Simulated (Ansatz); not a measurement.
Input file:

```
crystal:
  periodic: [false, false, false]
  atoms:
    - { symbol: W, position_ang: [0.137888, 0.105143, -0.465733] }
    - { symbol: H, position_ang: [-0.094741, 0.013005, 1.232769] }
    - { symbol: H, position_ang: [1.462535, -0.618439, 0.321453] }
    - { symbol: H, position_ang: [-0.638429, 1.478216, 0.173236] }
    - { symbol: H, position_ang: [-1.403041, -0.24548, 0.025575] }
    - { symbol: H, position_ang: [-0.225465, -1.400987, 0.117121] }
    - { symbol: F, position_ang: [-0.355458, -0.500422, -2.190808] }
    - { symbol: "N", position_ang: [1.882937, 1.97348, 1.560989] }
    - { symbol: H, position_ang: [2.699218, 1.532421, 1.147825] }
    - { symbol: H, position_ang: [1.537731, 2.767112, 1.029756] }
    - { symbol: H, position_ang: [1.136924, 1.292352, 1.810818] }
basis:
  gaussian: { orbitals: def2-SVP }
hamiltonian:
  xc: b3lyp
relax:
  f_tol: 0.03
  max_steps: 50
output:
  orbitals: {}
```

Run with:

```sh
ansatz run input.yaml --threads 2 --pin off --max-ram 3072MiB --backend cpu --events-out ev --progress --plain --runs-dir out
```

The fields are those of the run's last geometry, not of the input's.

Core potentials replace the inner electrons of W.

Theory: RKS B3LYP/def2-SVP in Ansatz.

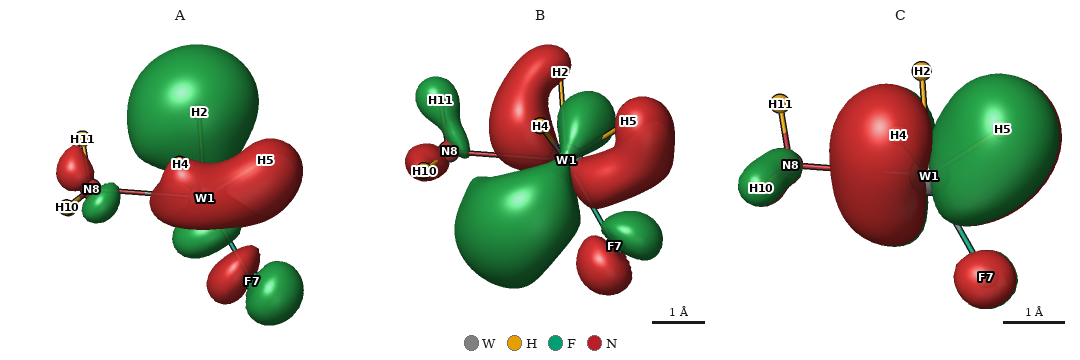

FH₈NW. Three frontier orbitals at ±0.08 Å⁻³ᐟ² (green and red are the two phases), in no order.

Which picture is the HOMO−1, the HOMO and the LUMO?

Answer. C is the HOMO−1 (−7.46 eV). Its weight (Hirshfeld) is mainly on W1 (about 55 %), H5 (about 10 %), H6 (about 10 %), H3 (about 10 %) and H4 (about 10 %). A is the HOMO (−7.00 eV). Its weight (Hirshfeld) is mainly on W1 (about 40 %), H2 (about 35 %) and F7 (about 10 %). B is the LUMO (−1.72 eV). It lies mainly on W1 (about 70 %) and F7 (about 10 %).

What is the HOMO–LUMO gap?

Answer. 5.28 eV between the orbital energies.
